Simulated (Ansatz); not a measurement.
**InH2 (SMILES [InH2]): U-r2SCAN/STO-3G**

Aim: the electronic atomisation energy of InH2 at U-r2SCAN/STO-3G, from 3 runs. 

The results are computed with Ansatz 0.2.0.

22 further runs of the same task are left out: 22 set aside as unsound or not needed.

## 1. The molecule

The species is InH2 (3 atoms), meant as a doublet with charge 0. SMILES: `[InH2]`. The coordinates come from a PBE0-D4/def2-TZVP relaxation.

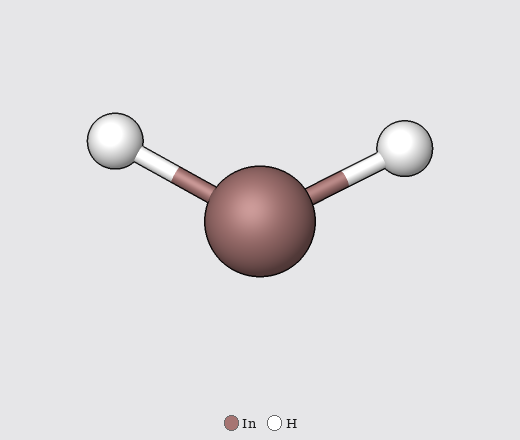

The structure, seen from a chosen angle (indium brown, hydrogen white).

## 2. The energy at U-r2SCAN/STO-3G

File input.yaml:

```yaml
basis:
  gaussian:
    orbitals: STO-3G
crystal:
  periodic: [false, false, false]
  atoms:
    - symbol: In
      position_ang: [0.384600, -0.425400, 0.149800]
    - symbol: H
      position_ang: [0.691300, 1.265400, 0.521600]
    - symbol: H
      position_ang: [-1.086900, -0.904800, -0.684700]
magnetization:
  spin_polarized: true
  initial_magnetization: 1
hamiltonian:
  xc: {name: r2SCAN}
accuracy: high
```

On the command line:

```sh
ansatz run input.yaml --threads 1 --pin off --max-ram 2610MiB --events-out events.jsonl --progress --plain --runs-dir runs
```

Output:

```text
Warning: RAYON_NUM_THREADS=1 ignored (pool sized by the plan → 1); use --threads N
Functional definition: r2SCAN
  name "r2SCAN"
  parameter k0 = 0.174
  parameter k1 = 0.065
  parameter a1 = 4.9479
  exchange = r2scan_x(k0 = k0, k1 = k1, a1 = a1)
  correlation = r2scan_c
499 factors; integrals over basis functions are off by at most 4.0e-9 eV
mean field evaluation 1: about -154726.3730 eV, gradient 1.2e1 eV
mean field evaluation 2: about -154727.1264 eV, gradient 8.1e0 eV
mean field evaluation 4: about -154727.7941 eV, gradient 1.4e-1 eV
mean field evaluation 8: about -154727.7760 eV, gradient 3.6e-3 eV
mean field evaluation 16: about -154727.7760 eV, gradient 3.6e-8 eV
mean field -154727.77597761 eV, -5686.1408889237 hartree, gradient 3.6e-8 eV, S^2 0.750680; 0 other end points of the search recorded, 0 dependent functions left out
reference -154727.77597843 eV, -5686.1408889537 hartree; 26, 25 occupied and 3, 4 virtual orbitals, 499 factors
Total energy: -154727.77597843 eV, -5686.1408889537 hartree
```

It took 5.1 s on 1 thread of Arm Neoverse V2, shared host; peak memory 0.19 GiB.

## 3. The H atom

File in.yaml:

```yaml
crystal:
  periodic: [false, false, false]
  atoms:
    - {symbol: H, position_ang: [0.000000, 0.000000, 0.000000]}
basis:
  gaussian: {orbitals: STO-3G}
magnetization: {spin_polarized: true, initial_magnetization: 1}
hamiltonian: {xc: {name: r2SCAN}}
accuracy: high
```

On the command line:

```sh
ansatz run in.yaml --threads 1 --pin off --max-ram 2610MiB --events-out events.jsonl --progress --plain --runs-dir runs
```

Output, cut to the lines that bear on the results:

```text
Warning: RAYON_NUM_THREADS=1 ignored (pool sized by the plan → 1); use --threads N
[... 7 set-up lines as earlier in the session ...]
1 factors; integrals over basis functions are off by at most 4.6e-10 eV
mean field evaluation 1: about -12.6930 eV, gradient 0.0e0 eV
mean field evaluation 2: about -12.6930 eV, gradient 0.0e0 eV
mean field -12.69300701 eV, -0.4664594041 hartree, gradient 0.0e0 eV, S^2 0.750000; 0 other end points of the search recorded, 0 dependent functions left out
reference -12.69300747 eV, -0.4664594207 hartree; 1, 0 occupied and 0, 1 virtual orbitals, 1 factors
Total energy: -12.69300747 eV, -0.4664594207 hartree
```

Run time: 0.28 s. Hardware: 1 thread of Arm Neoverse V2, shared host.

## 4. The In atom

File in.yaml:

```yaml
crystal:
  periodic: [false, false, false]
  atoms:
    - symbol: In
      position_ang: [0.000000, 0.000000, 0.000000]
basis:
  gaussian:
    orbitals: STO-3G
magnetization:
  spin_polarized: true
  initial_magnetization: 1
hamiltonian:
  xc: r2scan
accuracy: high
```

On the command line:

```sh
ansatz run in.yaml --threads 1 --pin off --max-ram 2610MiB --events-out events.jsonl --progress --plain --runs-dir runs
```

Output, cut to the lines that bear on the results:

```text
Warning: RAYON_NUM_THREADS=1 ignored (pool sized by the plan → 1); use --threads N
[... 7 set-up lines as earlier in the session ...]
251 factors; integrals over basis functions are off by at most 4.7e-9 eV
mean field evaluation 1: about -154693.7929 eV, gradient 3.2e-1 eV
mean field evaluation 2: about -154693.7933 eV, gradient 1.0e-2 eV
mean field evaluation 4: about -154693.8112 eV, gradient 1.3e-3 eV
mean field evaluation 8: about -154693.8112 eV, gradient 5.5e-7 eV
mean field evaluation 16: about -154693.8112 eV, gradient 1.7e-7 eV
mean field evaluation 32: about -154693.8112 eV, gradient 7.7e-3 eV
mean field -154693.81116863 eV, -5684.8927052158 hartree, gradient 7.2e-9 eV, S^2 0.750001; 2 other end points of the search recorded, 0 dependent functions left out
reference -154693.81116937 eV, -5684.8927052432 hartree; 25, 24 occupied and 2, 3 virtual orbitals, 251 factors
Total energy: -154693.81116937 eV, -5684.8927052432 hartree
```

It took 5.7 s on 1 thread of Arm Neoverse V2, shared host; peak memory 0.16 GiB.

## 5. Summary of results

Level: U-r2SCAN/STO-3G.

| quantity | value |
| --- | --- |
| molecule: total energy | -5686.14089 Eh |
| molecule: ⟨S²⟩ | 0.751 |
| H atom: total energy | -0.46646 Eh |
| H atom: ⟨S²⟩ | 0.750 |
| In atom: total energy | -5684.89271 Eh |
| In atom: ⟨S²⟩ | 0.750 |
| electronic atomisation energy | 8.579 eV |

In words: Taking the molecule apart into free atoms costs 8.58 eV (828 kJ/mol), before zero-point energy and without spin-orbit coupling. In a minimal basis such a difference can be off by several eV, whatever the method. Relativity is left out (molecule) although the molecule holds a heavy atom. Relativity is left out (In atom) although the molecule holds a heavy atom.
